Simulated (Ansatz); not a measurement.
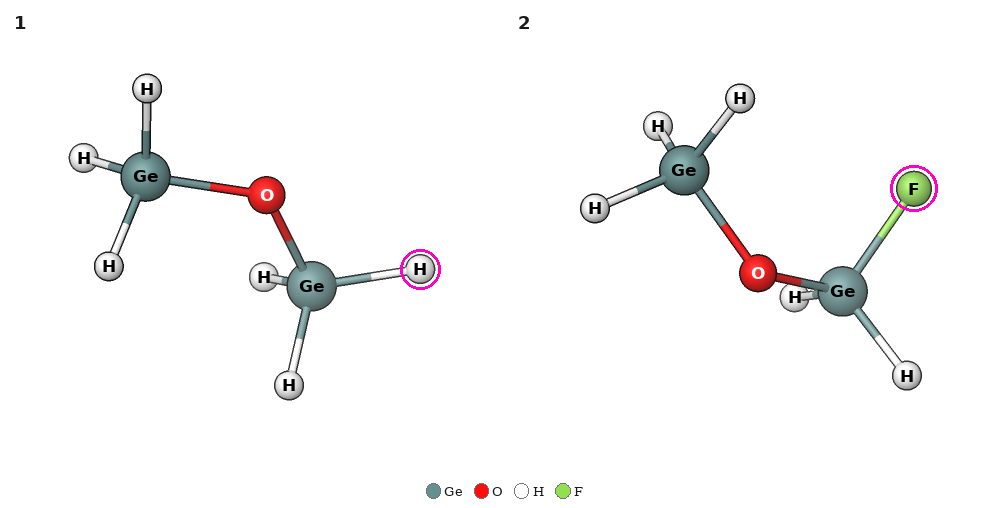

2 molecules with one skeleton, seen from the same side and at one scale; the atom that differs is circled. Each species is neutral and a spin singlet. Computed geometries: PBE0-D4/def2-TZVP optimisations, one conformation each. Properties computed with Ansatz 0.2.0.

One atom differs, called X below: H in panel 1, F in panel 2. Their formulas are Ge2H6O (`[GeH3][O][GeH3]`), FGe2H5O (`[F][GeH2][O][GeH3]`).

### In which is the length of X–Ge larger (PBE0-D4/def2-TZVP)?

In panel 2 (X = F).

### In which is the mean angle X–Ge–H larger (PBE0-D4/def2-TZVP)?

In panel 1 (X = H).

Give the values. With PBE0-D4/def2-TZVP: length of X–Ge (Å), mean angle X–Ge–H (°). With PBE-D4/def2-TZVPP: dipole moment (D), HOMO energy (Kohn–Sham orbital) (eV), HOMO–LUMO gap (eV).

```json
{"quantity": "length of X–Ge (Å)", "1 (H)": "1.533", "2 (F)": "1.741", "2 − 1": "+0.208"}
{"quantity": "mean angle X–Ge–H (°)", "1 (H)": "111.3", "2 (F)": "106.5", "2 − 1": "−4.8"}
{"quantity": "dipole moment (D)", "1 (H)": "0.76", "2 (F)": "1.45", "2 − 1": "+0.69"}
{"quantity": "HOMO energy (Kohn–Sham orbital) (eV)", "1 (H)": "−6.72", "2 (F)": "−7.13", "2 − 1": "−0.41"}
{"quantity": "HOMO–LUMO gap (eV)", "1 (H)": "5.59", "2 (F)": "6.04", "2 − 1": "+0.45"}
```
